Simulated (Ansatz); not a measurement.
**Two runs on MoN2H3ClO**

System: MoN2H3ClO, SMILES [NH]=[Mo](=[NH])([OH])[Cl].
Method of run A: RKS PBE-QIDH (frozen core)/def2-TZVPP (Ansatz 0.2.0).

The geometry comes from this level: PBE0-D4/def2-TZVP. Text and figures count atoms from 1; the logs count them from 0 in places.

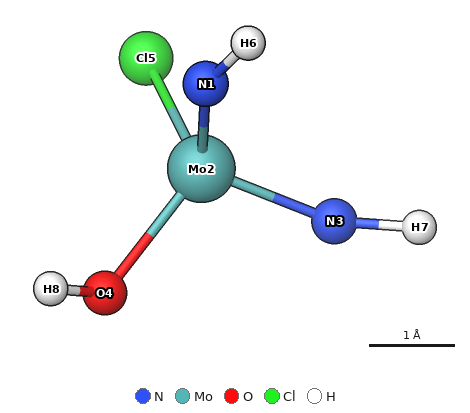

Figure 1. The structure (ball-and-stick view, seen at a tilt; atoms are numbered from 1 in the order of the input). Sticks mark near contacts. Bond lengths as drawn: Cl–Mo 2.28 Å, H–N 1.01 Å, H–O 0.96 Å, Mo–N 1.72 Å and Mo–O 1.88 Å.

**Input file, run A**
```yaml
crystal:
  periodic: [false, false, false]
  atoms:
    - {symbol: N, position_ang: [-1.065226, 0.803639, 0.662345]}
    - {symbol: Mo, position_ang: [0.069973, 0.017065, -0.362096]}
    - {symbol: N, position_ang: [1.639313, 0.095836, 0.330713]}
    - {symbol: O, position_ang: [-0.396230, -1.799731, -0.517031]}
    - {symbol: Cl, position_ang: [0.108553, 1.136206, -2.349677]}
    - {symbol: H, position_ang: [-1.301047, 1.360273, 1.473575]}
    - {symbol: H, position_ang: [2.326307, 0.406786, 1.003937]}
    - {symbol: H, position_ang: [-1.289643, -2.077074, -0.297466]}
basis:
  gaussian: {orbitals: def2-TZVPP}
hamiltonian: {xc: {name: PBE-QIDH}}
```

Hardware: 4 CPU threads, shared host.

**Output (run A)**
```
Functional definition: PBE-QIDH
  parameter a = 3^(-1/3)
  parameter c = 1/3
  exchange = (1 - a)*pbe_x + a*exact_x
  correlation = (1 - c)*pbe_c + c*(mp2_os + mp2_ss)
1475 factors; integrals over basis functions are off by at most 8.0e-4 eV
mean field evaluation 1: about -19417.8419 eV, gradient 8.5e1 eV
mean field evaluation 2: about -19418.0464 eV, gradient 8.5e1 eV
mean field evaluation 4: about -19429.7941 eV, gradient 2.3e1 eV
mean field evaluation 8: about -19430.7971 eV, gradient 5.3e-1 eV
mean field evaluation 16: about -19430.8216 eV, gradient 4.4e-3 eV
mean field -19430.82159930 eV, -714.0695230902 hartree, gradient 9.9e-6 eV, S^2 0.000000; 0 other end points of the search recorded, 0 dependent functions left out
8 core orbitals not correlated: weight in the atoms' cores, before any rotation towards them, 1.000 or more for the frozen orbitals, at most 0.000 for the correlated occupied ones
reference -19430.82161736 eV, -714.0695237541 hartree; 20, 20 occupied and 205, 205 virtual orbitals, 1475 factors
second order -45.86200803 eV of doubles, -0.00000000 eV of singles
Total energy: -19446.10895337 eV, -714.6313229904 hartree
```

The input of run B differs as follows (lines with − go, lines with + come):
```diff
-hamiltonian: {xc: {name: PBE-QIDH}}
+hamiltonian: {xc: {name: B2PLYP}}
```

Predict how the results change.

The total energies belong to different methods, so their difference says nothing on which is more stable or more accurate. The functional changes from PBE-QIDH to B2PLYP.

**Output (run B)**
```
Functional definition: B2PLYP
  parameter a = 0.53
  parameter c = 0.27
  exchange = (1 - a)*b88_x + a*exact_x
  correlation = (1 - c)*lyp_c + c*(mp2_os + mp2_ss)
1475 factors; integrals over basis functions are off by at most 8.0e-4 eV
mean field evaluation 1: about -19421.8317 eV, gradient 9.7e1 eV
mean field evaluation 2: about -19421.9869 eV, gradient 9.7e1 eV
mean field evaluation 4: about -19436.0296 eV, gradient 3.5e1 eV
mean field evaluation 8: about -19438.3491 eV, gradient 9.4e-1 eV
mean field evaluation 16: about -19438.3745 eV, gradient 4.3e-3 eV
mean field -19438.37451484 eV, -714.3470876168 hartree, gradient 5.8e-6 eV, S^2 0.000000; 0 other end points of the search recorded, 0 dependent functions left out
8 core orbitals not correlated: weight in the atoms' cores, before any rotation towards them, 1.000 or more for the frozen orbitals, at most 0.000 for the correlated occupied ones
reference -19438.37470588 eV, -714.3470946374 hartree; 20, 20 occupied and 205, 205 virtual orbitals, 1475 factors
second order -49.89538812 eV of doubles, -0.00000000 eV of singles
Total energy: -19451.84646067 eV, -714.8421724946 hartree
```

**The two runs side by side**

| quantity | run A | run B |
| --- | --- | --- |
| outcome | converged | converged |
| total energy (hartree) | −714.631323 | −714.842172 |
| basis functions | 233 | 233 |
| wall time (shared host) | 3.7 s | 3.8 s |
